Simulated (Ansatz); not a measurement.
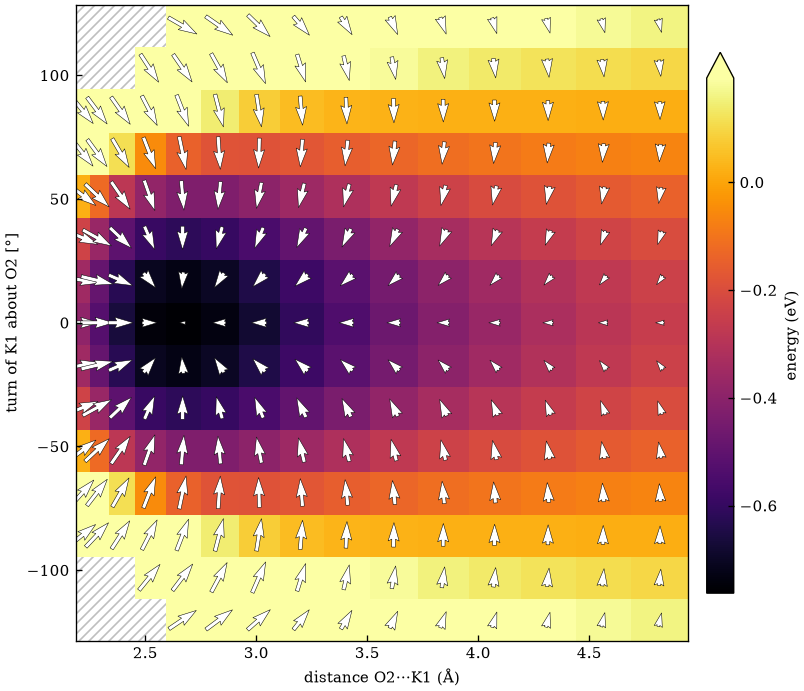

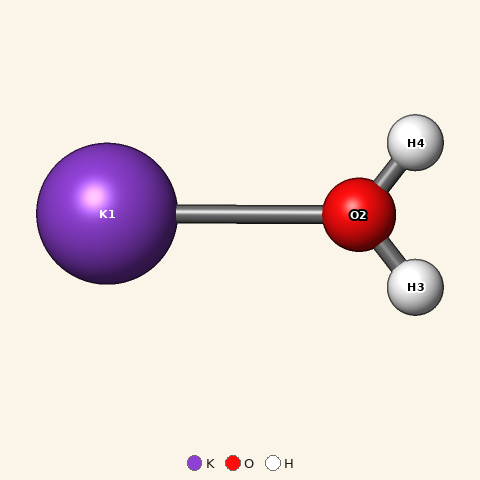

Energy landscape of H₂KO, charge +1. The turn is about an axis along (−0.10, 0.99, −0.06) in the frame of the relaxed pair, normal to the line between the partners. First axis: distance O2···K1. Second axis: turn of K1 about O2. The scan uses a 15 × 15 grid; 113 points were computed and 98 follow by symmetry. At 14 points there is no value (left out of the scan, as a rule where atoms come close). Points are written as (first, second). Energies are in eV, from the ion and the molecule far apart, frozen as in the relaxed pair, each in its own basis (no counterpoise correction). Level of theory: RHF-MP2, frozen core/def2-TZVPD (Ansatz).

The picture shows one coloured cell a grid point, arrows along the force (downhill), their lengths compressed, one colour for all values above the top of the scale, hatched blanks where no value was computed. The second picture is the structure at the lowest point.

Describe this landscape.

Answer. The lowest grid point is at (2.668 Å, 0.0°), −0.76 eV from the ion and the molecule far apart, frozen as in the relaxed pair, each in its own basis (no counterpoise correction). It is the only kind of minimum in the scanned range. The highest grid point, (2.218 Å, −85.7°), lies 2.24 eV above the lowest. Round the minimum the two coordinates are nearly uncoupled.

The values on the grid:

```csv
"turn of K1 about O2 ↓, distance O2···K1 →",2.218,2.283,2.389,2.519,2.668,2.833,3.012,3.203,3.406,3.619,3.842,4.073,4.314,4.562,4.818
120.0,–,–,–,–,1.24,0.85,0.60,0.45,0.35,0.29,0.25,0.22,0.20,0.18,0.16
102.9,–,–,–,1.18,0.79,0.53,0.37,0.27,0.22,0.18,0.16,0.14,0.12,0.11,0.10
85.7,1.48,1.16,0.77,0.47,0.27,0.14,0.08,0.05,0.03,0.03,0.03,0.02,0.02,0.02,0.02
68.6,0.53,0.34,0.11,−0.05,−0.14,−0.18,−0.19,−0.17,−0.15,−0.13,−0.11,−0.10,−0.09,−0.08,−0.07
51.4,0.02,−0.12,−0.28,−0.38,−0.43,−0.43,−0.40,−0.36,−0.31,−0.27,−0.24,−0.21,−0.18,−0.16,−0.14
34.3,−0.23,−0.37,−0.51,−0.59,−0.62,−0.60,−0.55,−0.50,−0.44,−0.38,−0.34,−0.30,−0.26,−0.23,−0.20
17.1,−0.35,−0.49,−0.63,−0.71,−0.73,−0.70,−0.65,−0.58,−0.51,−0.45,−0.40,−0.35,−0.31,−0.27,−0.24
0.0,−0.39,−0.52,−0.66,−0.74,−0.76,−0.73,−0.68,−0.61,−0.54,−0.47,−0.42,−0.37,−0.32,−0.29,−0.26
−17.1,−0.35,−0.49,−0.63,−0.71,−0.73,−0.70,−0.65,−0.58,−0.51,−0.45,−0.40,−0.35,−0.31,−0.27,−0.24
−34.3,−0.23,−0.37,−0.51,−0.59,−0.62,−0.60,−0.55,−0.50,−0.44,−0.38,−0.34,−0.30,−0.26,−0.23,−0.20
−51.4,0.02,−0.12,−0.28,−0.38,−0.43,−0.43,−0.40,−0.36,−0.31,−0.27,−0.24,−0.21,−0.18,−0.16,−0.14
−68.6,0.53,0.34,0.11,−0.05,−0.14,−0.18,−0.19,−0.17,−0.15,−0.13,−0.11,−0.10,−0.09,−0.08,−0.07
−85.7,1.48,1.16,0.77,0.47,0.27,0.14,0.08,0.05,0.03,0.03,0.03,0.02,0.02,0.02,0.02
−102.9,–,–,–,1.18,0.79,0.53,0.37,0.27,0.22,0.18,0.16,0.14,0.12,0.11,0.10
−120.0,–,–,–,–,1.24,0.85,0.60,0.45,0.35,0.29,0.25,0.22,0.20,0.18,0.16
```

Each point was launched as `ansatz run input.yaml --threads 1 --pin off --max-ram 2560MiB --backend cpu --events-out ev --progress --plain --runs-dir out`. The whole map (113 points run) took 3.5 min on 1 thread of Arm Neoverse V2, on a shared host.
